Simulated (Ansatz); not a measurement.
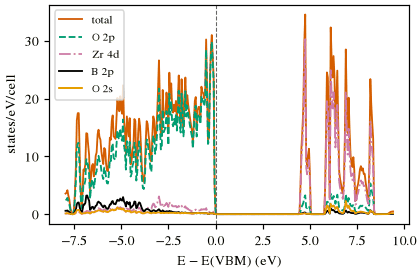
Figure: Total and projected density of states of ZrB₂O₅ in space group P2_1/c (No. 14; Pearson symbol mP32), DFT-r²SCAN in the program Ansatz with PAW potentials

Problem. Which orbitals carry the states next to the gap?

Solution. Top 1 eV of the valence band: O 2p 95 %. Bottom 1 eV of the conduction band: Zr 4d 86 %, O 2p 11 %. Projections are on Löwdin-orthogonalised atomic valence shells; empty p or d shells of many metals are not among them.

The first step of the workflow began from a Materials Project structure, measured or hypothetical; the Crystallography Open Database copy checked does not list it. Whether it is the stable phase at ambient conditions was not checked. The cell was relaxed with r²SCAN under the symmetry of its start; whether a distortion lowers the energy is not shown. The run is not spin-polarised. Scalar-relativistic: spin–orbit coupling is off unless named, which matters more the heavier the elements.

Potentials: the later of the program's two PAW sets.
